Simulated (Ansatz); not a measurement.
```yaml
crystal:
  lattice:
    - [4.21817, 0.00000, 0.00000]
    - [0.00000, 4.21817, 0.00000]
    - [0.00000, 0.00000, 4.21817]
  atoms:
    - { symbol: Ta, position: [0.50000, 0.50000, 0.50000] }
    - { symbol: Al, position: [0.00000, 0.50000, 0.00000] }
    - { symbol: Al, position: [0.00000, 0.00000, 0.50000] }
    - { symbol: Al, position: [0.50000, 0.00000, 0.00000] }
    - { symbol: N, position: [0.50000, 0.00000, 0.50000] }
    - { symbol: N, position: [0.00000, 0.00000, 0.00000] }
    - { symbol: N, position: [0.50000, 0.50000, 0.00000] }
    - { symbol: N, position: [0.00000, 0.50000, 0.50000] }
```

Space group Pm-3m; a structure generated by program, which may or may not match a known phase.

Theory: DFT PBE, scalar-relativistic, plane waves, PAW in Ansatz 0.2.0.

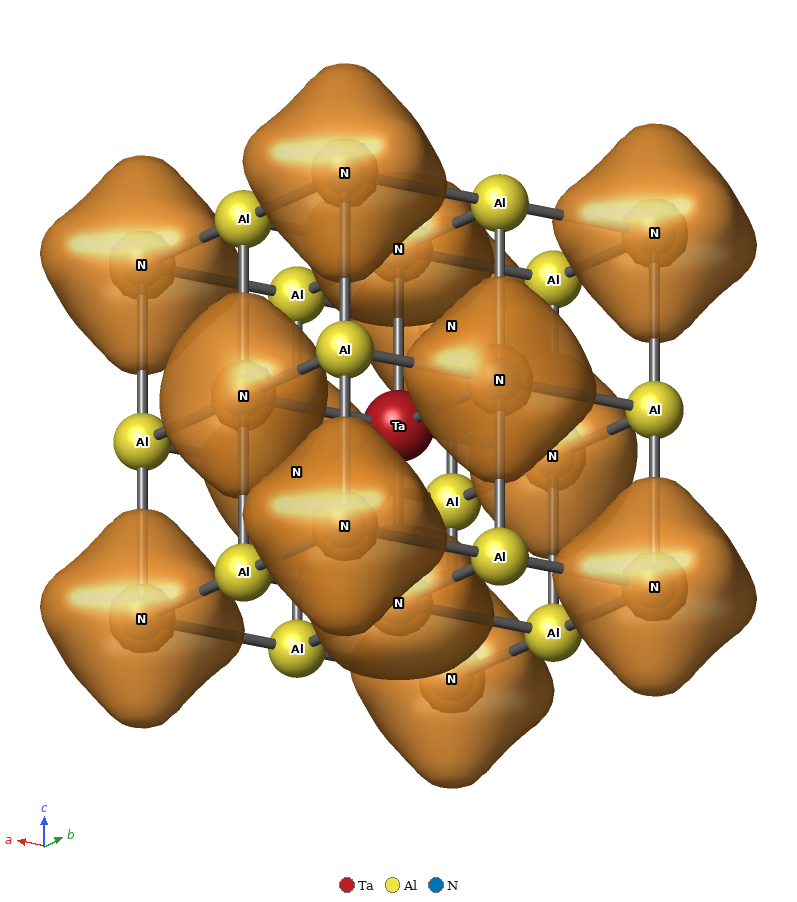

TaAl3N4. Isosurface of the ELF at 0.6 (orange), seen at an oblique angle. Core shells and regions of very low density are left out. Sticks mark near contacts.

In a PAW calculation such maps are meaningful between the atoms, not at the nuclei.

> Where are the electrons localised?

At this value the surface marks out four regions on N in which the atom's valence shell and bonds are merged, counted in one cell of 8 atoms. Any copies at cell faces, edges or corners count once.

Values along the shortest contacts:
Ta–N (2.11 Å): the ELF peaks at about 0.85 in the valence shell of N, 0.6 Å from its nucleus, and drops to about 0.15 between the two atoms; no localised pair shows between them. Al–N (2.11 Å): the ELF peaks at about 0.85 in the valence shell of N, 0.8 Å from its nucleus, and is about 0.80 at the midpoint.
